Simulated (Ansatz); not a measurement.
## Electronic structure of H4NOP (SMILES NPO) in real space

The calculation's input:

```
crystal:
  periodic: [false, false, false]
  atoms:
    - { symbol: "N", position_ang: [-0.56, 0.2873, -0.5805] }
    - { symbol: P, position_ang: [0.1122, 0.2012, 0.931] }
    - { symbol: O, position_ang: [1.4638, -0.3604, 0.3147] }
    - { symbol: H, position_ang: [0.21844, 0.0988, -1.31028] }
    - { symbol: H, position_ang: [-1.22961, -0.53276, -0.74132] }
    - { symbol: H, position_ang: [-0.4576, -1.0066, 1.3599] }
    - { symbol: H, position_ang: [1.313, -0.8471, -0.4935] }
basis:
  gaussian: { orbitals: "6-31G*" }
hamiltonian:
  xc: pbe0
  dispersion: d4
relax:
  f_tol: 0.015
  max_steps: 40
output:
  orbitals: {}
```

Command:

```sh
ansatz run input.yaml --threads 1 --pin off --max-ram 2048MiB --backend cpu --events-out ev --progress --plain --runs-dir out
```

The fields are those of the relaxed geometry.

Computed with RKS PBE0-D4/6-31G* in Ansatz.

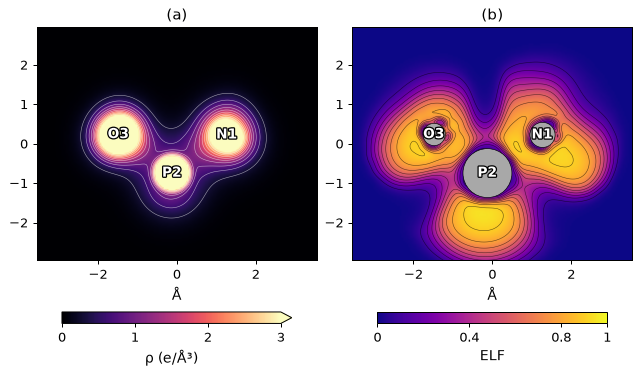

Figure 1. (a) total electron density; (b) ELF on the plane of atoms N1, P2 and O3. Grey discs cover the atomic cores in the ELF map.

Q: Describe what can be read from this map.

A: The section cuts through N, P and O sites.
P–O (1.67 Å): ρ is about 1.3 e/Å³ halfway; the ELF peaks at about 0.85 between the atoms, as expected for a polar covalent bond.
P–N (1.70 Å): the density is about 1.3 e/Å³ at the midpoint; the ELF peaks at about 0.90 between the atoms; a polar covalent bond.
The ELF also peaks beside P2, N1 and O3, away from the bonds: lone-pair regions.

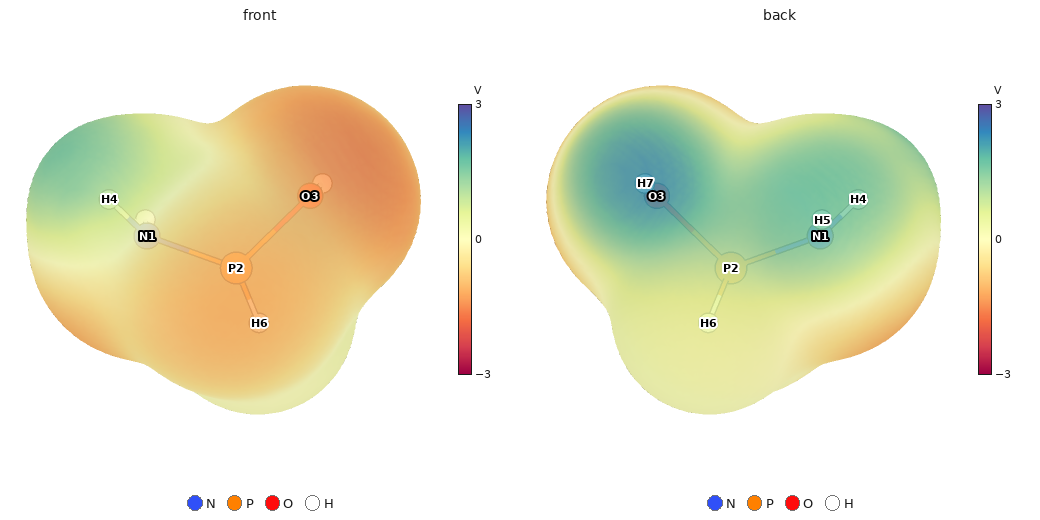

Figure 2. The molecular electrostatic potential painted on the density surface at 0.001 e/bohr³, seen from the front and from behind; the colour scale runs from red (negative) to blue (positive).

Q: Which sites attract a positive test charge, and which a negative one?

A: A positive charge is drawn to the negative regions and a negative charge to the positive ones. The most negative region (about −1.5 V) lies over O3, the most positive (about +2.2 V) over H7. O3 is the likeliest acceptor of a hydrogen bond.

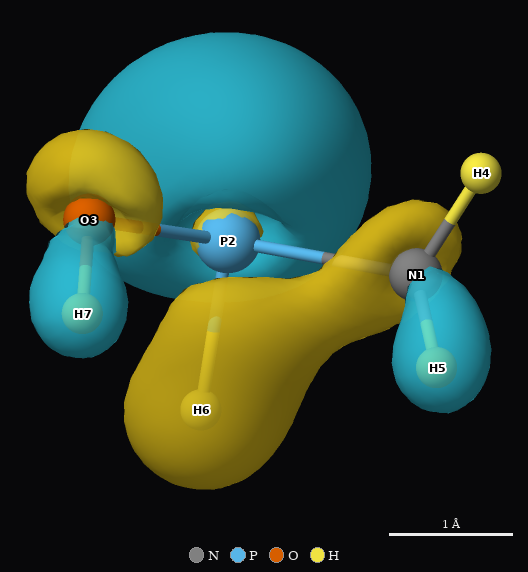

Figure 3. The HOMO at ±0.15 Å⁻³ᐟ² (yellow and cyan are the two phases), seen at an oblique angle.

Q: Describe this orbital and give its energy.

A: By Hirshfeld shares it lies mainly on P2 (about 70 %), H6 (about 10 %), O3 (about 5 %) and N1 (about 5 %); largely a lone pair of P2. Its energy is −7.05 eV.
